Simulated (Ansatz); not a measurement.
CH$_{4}$BF: several calculations on one system

**1. Relaxation**

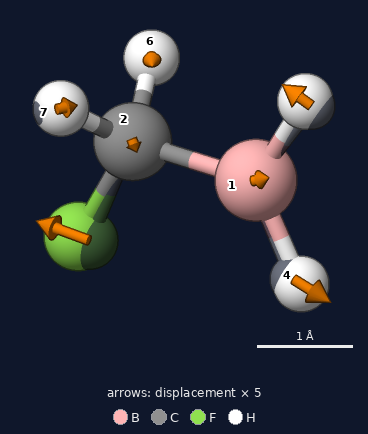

A relaxation of CH4BF. The starting structure is drawn faded, the final one solid; orange arrows show the displacements, 5 times their true length. The two geometries are superimposed by the best rigid fit.

Style: ball-and-stick. Shown at a tilt.

The run prepares an end point of a later path (torsion) calculation, from a guessed geometry.

All numbers below come from Ansatz, RKS r2SCAN-D4/6-31G*.

The input:
```yaml
crystal:
  periodic: [false, false, false]
  atoms:
    - { symbol: B, position_ang: [-0.6929, 0.0886, -0.5111] }
    - { symbol: C, position_ang: [0.5512, -0.0544, 0.3719] }
    - { symbol: F, position_ang: [0.5694, -1.3407, 0.8503] }
    - { symbol: H, position_ang: [-1.4177, -0.7546, -0.6857] }
    - { symbol: H, position_ang: [-0.9576, 1.1683, -1.0525] }
    - { symbol: H, position_ang: [0.5236, 0.6802, 1.2183] }
    - { symbol: H, position_ang: [1.4853, 0.1447, -0.237] }
basis:
  gaussian: { orbitals: "6-31G*" }
hamiltonian:
  xc: r2scan
  dispersion: d4
relax:
  f_tol: 0.015
  max_steps: 40
```

Command:
```bash
ansatz run input.yaml --threads 1 --pin off --max-ram 2048MiB --backend cpu --events-out ev --progress --plain --runs-dir out
```

> What happened in the run?

The atom that moves furthest after the best rigid fit is F3 (0.13 Å). Largest moves by element: F 0.13 Å, H 0.10 Å, B 0.04 Å, C 0.03 Å. Some distances before and after: B1–H4 1.126 → 1.195 Å, B1–H5 1.236 → 1.199 Å, C2–H7 1.133 → 1.106 Å, C2–F3 1.373 → 1.396 Å. Among the angles between lasting bonds that change: B1–C2–F3 107.4° → 115.3°, H4–B1–H5 116.6° → 120.5°, H6–C2–H7 108.1° → 104.5°. Over 6 geometry steps the energy falls by 0.197 eV. The largest force component goes from 2.9 to 0.0027 eV/Å. The run took 8 s on 1 thread of Intel(R) Xeon(R) 6975P-C (Granite Rapids), with other jobs on the host, peak memory 0.13 GiB.

**2. Relaxation**

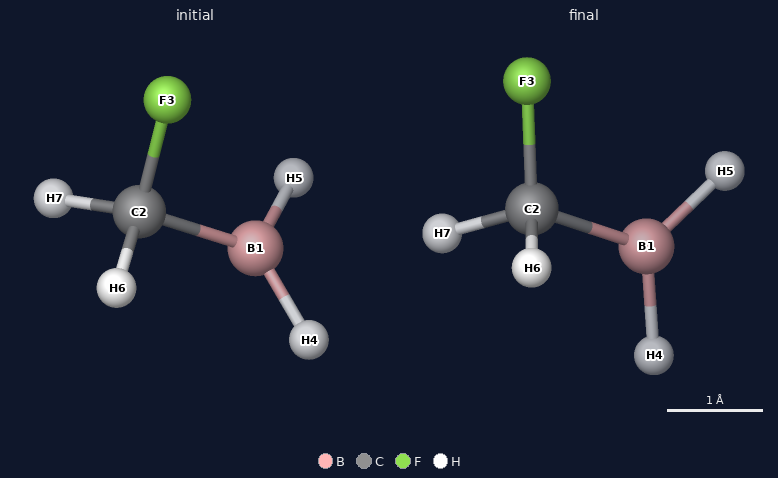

The structure of CH$_{4}$BF before (left) and after (right) a relaxation, at one scale.

A ball-and-stick model, seen from a free direction.

The run prepares an end point of a later path (torsion) calculation, from a guessed geometry.

All numbers below come from Ansatz 0.2.0, RKS r2SCAN-D4/6-31G*. Set-up: no spin polarisation; force threshold 0.015 eV/Å; at most 40 steps.

Q: Summarise the run.

A: H4 moves most after the best rigid fit: 0.73 Å. By element the largest moves are H 0.73 Å, F 0.45 Å, B 0.06 Å, C 0.05 Å. Among the contacts that change: B1–H4 1.126 → 1.199 Å, B1–H5 1.236 → 1.195 Å, C2–H7 1.133 → 1.106 Å, C2–F3 1.373 → 1.396 Å. Bond angles that change, for instance: B1–C2–F3 107.4° → 115.4°, C2–B1–H4 122.8° → 117.3°, H4–B1–H5 116.6° → 120.5°. Groups turn about B1–C2 by about 60°. The energy falls by 43.2 kJ/mol in 8 geometry steps. The largest force component goes from 2.5 to 0.0087 eV/Å. Cost: 10 s on 1 thread of Intel(R) Xeon(R) 6975P-C (Granite Rapids), on a shared host, peak memory 0.14 GiB.

**3. Path**

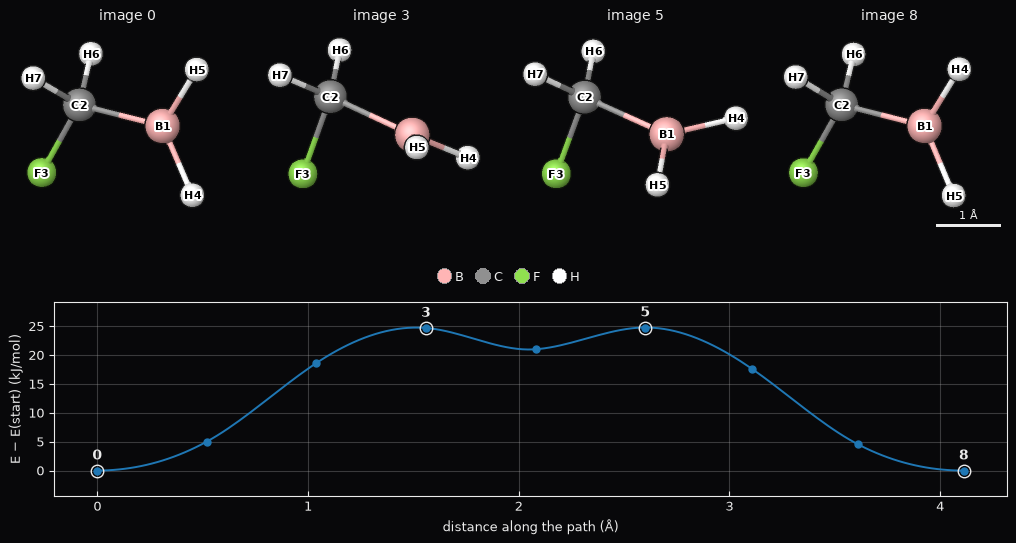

A nudged-elastic-band calculation for CH₄BF. Images are numbered from 0 (start) to 8 (end). The picture is a ball-and-stick view, seen at a tilt.

Computed with RKS r2SCAN-D4/6-31G* in Ansatz 0.2.0. Set-up: 7 movable images; climbing image; force threshold 0.03 eV/Å; iteration limit 60; starting path by image-dependent pair potential.

Q: Read off the barrier and say what moves.

A: The path has more than one stage, and so few images may leave a stage unresolved. No bond forms or breaks between the ends. Among the angles between lasting bonds that change up to the highest image: B1–C2–F3 115.3° → 97.0°, B1–C2–H6 109.6° → 117.3°. The barrier is about 24.8 kJ/mol in both directions, with image 5 at the top; the ends have the same energy. The profile has 2 maxima (images 3, 5) with a dip at image 4 (+21.0 kJ/mol), so the process runs in steps. The band converged in 9 iterations. The largest component of the band force went from 1.8 to 0.007 eV/Å. The climbing image converged on the top of the path. Its vibrational analysis gives one imaginary mode (251i cm⁻¹), as a transition state must have.

The run took 57 s on 1 thread of Intel(R) Xeon(R) 6975P-C (Granite Rapids) (shared host), peak memory 0.12 GiB.
